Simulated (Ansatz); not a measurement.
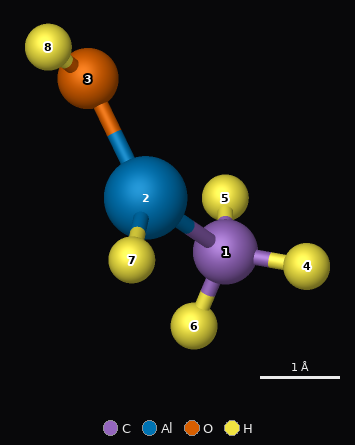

The structure (ball-and-stick view, seen at a tilt; atoms are numbered from 1 in the order of the input). Sticks mark near contacts.

Run report: CH5AlO, frequency calculation

- system: CH5AlO, SMILES [CH3][AlH][OH]
- method: HF/6-31G*, RHF (Ansatz 0.2.0)

The geometry was optimised with HF/6-31G*. Figures and captions count atoms from 1; the log counts them from 0 in places.

**The input**
```yaml
basis:
  gaussian:
    orbitals: "6-31G*"
crystal:
  periodic: [false, false, false]
  atoms:
    - {symbol: C, position_ang: [-0.783129, 0.993066, -0.072548]}
    - {symbol: Al, position_ang: [0.588047, -0.400766, -0.229287]}
    - {symbol: O, position_ang: [0.553434, -1.705184, 0.862101]}
    - {symbol: H, position_ang: [-0.337460, 1.969564, 0.111616]}
    - {symbol: H, position_ang: [-1.479682, 0.791322, 0.736257]}
    - {symbol: H, position_ang: [-1.361233, 1.086668, -0.990728]}
    - {symbol: H, position_ang: [1.735885, -0.376888, -1.326501]}
    - {symbol: H, position_ang: [1.176338, -2.414881, 0.853190]}
hamiltonian:
  xc: hf
phonons:
  temperatures: {t_min: 298.15, t_max: 298.15, t_step: 1}
```

Command:
```bash
ansatz run job.yaml --threads 1 --pin off --max-ram 3480MiB --events-out events.jsonl --progress --plain --runs-dir runs
```

**What the program printed**
```
Functional definition: HF
  name "HF"
  exchange = exact_x
  correlation = 0
639 factors; integrals over basis functions are off by at most 3.9e-4 eV
mean field evaluation 1: about -9727.1814 eV, gradient 4.0e1 eV
mean field evaluation 2: about -9727.1876 eV, gradient 4.0e1 eV
mean field evaluation 4: about -9730.4959 eV, gradient 2.7e0 eV
mean field evaluation 8: about -9730.5233 eV, gradient 8.9e-5 eV
mean field -9730.52329214 eV, -357.5901354005 hartree, gradient 9.3e-6 eV, S^2 0.000000; 0 other end points of the search recorded, 0 dependent functions left out
the calculation of the forces begins
reference -9730.52329214 eV, -357.5901354005 hartree; 16, 16 occupied and 43, 43 virtual orbitals, 639 factors
these checks for a lower state are left out or cut short: stability, starts, cluster_reference, orbital_swaps, neighbouring_geometries, increment
639 factors; integrals over basis functions are off by at most 3.9e-4 eV
mean field evaluation 16: about -9730.5231 eV, gradient 7.0e-5 eV
mean field -9730.52314896 eV, -357.5901301387 hartree, gradient 7.9e-7 eV, S^2 0.000000; 0 other end points of the search recorded, 0 dependent functions left out
[... from here on the field's lines of each further geometry are left out, up to the last ...]
the calculation of the forces begins
reference -9730.52328916 eV, -357.5901352911 hartree; 16, 16 occupied and 43, 43 virtual orbitals, 639 factors
these checks for a lower state are left out or cut short: stability, starts, cluster_reference, orbital_swaps, neighbouring_geometries, increment
639 factors; integrals over basis functions are off by at most 3.9e-4 eV
mean field -9730.52328778 eV, -357.5901352402 hartree, gradient 7.9e-7 eV, S^2 0.000000; 0 other end points of the search recorded, 0 dependent functions left out
the calculation of the forces begins
reference -9730.52328778 eV, -357.5901352402 hartree; 16, 16 occupied and 43, 43 virtual orbitals, 639 factors
Total energy: -9730.52329214 eV, -357.5901354005 hartree
Atom 0 at    -0.783129     0.993066    -0.072548 Å, force     0.000238     0.000518    -0.000585 eV/Å
Atom 1 at     0.588047    -0.400766    -0.229287 Å, force    -0.001189    -0.000260     0.001966 eV/Å
Atom 2 at     0.553434    -1.705184     0.862101 Å, force     0.001340     0.000252    -0.001802 eV/Å
Atom 3 at    -0.337460     1.969564     0.111616 Å, force    -0.000860    -0.001829    -0.000395 eV/Å
Atom 4 at    -1.479682     0.791322     0.736257 Å, force     0.000634     0.000276    -0.000984 eV/Å
Atom 5 at    -1.361233     1.086668    -0.990728 Å, force     0.000717     0.000017     0.001815 eV/Å
Atom 6 at     1.735885    -0.376888    -1.326501 Å, force     0.000350    -0.000214    -0.000289 eV/Å
Atom 7 at     1.176338    -2.414881     0.853190 Å, force    -0.001230     0.001240     0.000275 eV/Å
Dipole moment:     0.150114    -0.031095    -0.115810 e Å
Vibrations: 41.71 215.51 367.10 503.43 585.07 632.70 751.39 760.03 806.80 918.49 1398.08 1600.12 1602.13 2008.34 3172.81 3227.08 3259.30 4174.53 cm⁻¹, zero-point energy 1.613321 eV
```

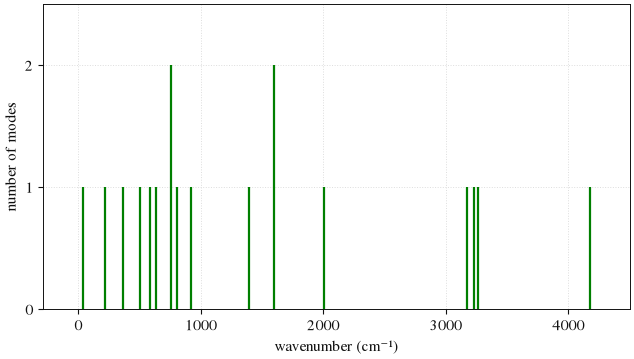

Harmonic vibrational wavenumbers from the force constants; neighbouring modes closer than 19 cm⁻¹ are counted in one stick. 18 modes from 42 to 4175 cm⁻¹, none imaginary.

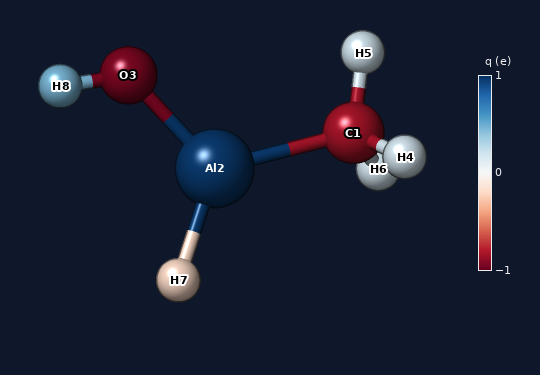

Mulliken charges, as the colour of each atom (ball-and-stick view, seen at a tilt; atoms are numbered from 1 in the order of the input; Mulliken charges depend strongly on the basis). By element: C −0.82, Al +0.96, O −0.93 and H −0.19 to +0.46 e.

**Key numbers**

```json
{"quantity": "outcome", "value": "converged"}
{"quantity": "total energy", "value": "−357.590135 hartree"}
{"quantity": "basis functions", "value": "59"}
{"quantity": "largest force", "value": "0.002 eV/Å"}
{"quantity": "zero-point energy", "value": "0.059288 hartree"}
{"quantity": "dipole moment", "value": "0.92 D"}
{"quantity": "wavenumbers, lowest and highest", "value": "42 and 4175 cm⁻¹"}
{"quantity": "hardware", "value": "1 thread of AMD EPYC (Zen 5), 16 GiB of memory available, shared host"}
{"quantity": "wall time", "value": "17 s"}
{"quantity": "peak memory", "value": "0.11 GiB"}
```
